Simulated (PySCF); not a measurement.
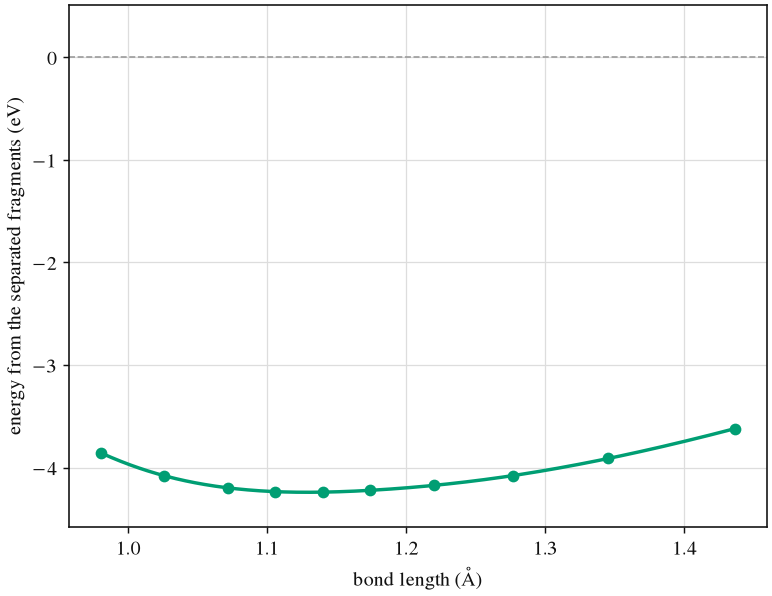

Bond curve of CH⁺, singlet. M06/def2-TZVPPD with PySCF 2.14.0, UKS. One reference determinant with the occupation held, the lowest that a PBE0 search over spins and occupations found; no spin-orbit coupling. Zero is the separated fragments in their ground configurations, without counterpoise. The fragments are H + C⁺. With M06 the solution stays closed-shell at all points drawn; such a solution can't reach the open-shell fragments at long range. 2 further points of the run are not drawn.

What constants does a Dunham fit to the curve give (main isotopes)?

Answer. re = 1.129 Å, ωe = 2483 cm⁻¹, De = 4.24 eV, Be = 14.2 cm⁻¹.

Give the computed points.

Answer.
```
r (Å)  E (eV)
0.980   −3.86
1.026   −4.08
1.072   −4.20
1.106   −4.23
1.140   −4.24
1.174   −4.22
1.220   −4.17
1.277   −4.08
1.345   −3.91
1.436   −3.62
```
